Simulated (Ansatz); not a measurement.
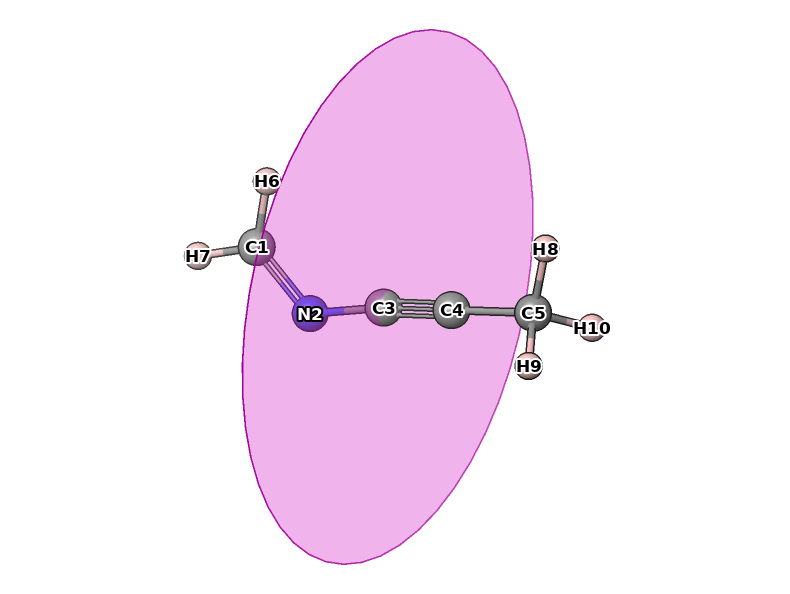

A disc through the centre of mass is drawn in. Distant atoms are faded towards the background colour. The computed geometry is a stationary point of PBE0-D4/def2-TZVP, a saddle point of order 1.

Is the plane of the disc a mirror plane of the structure?

Answer. No. The point group is Cs, with 1 mirror plane, and this plane isn't one of its mirror planes.
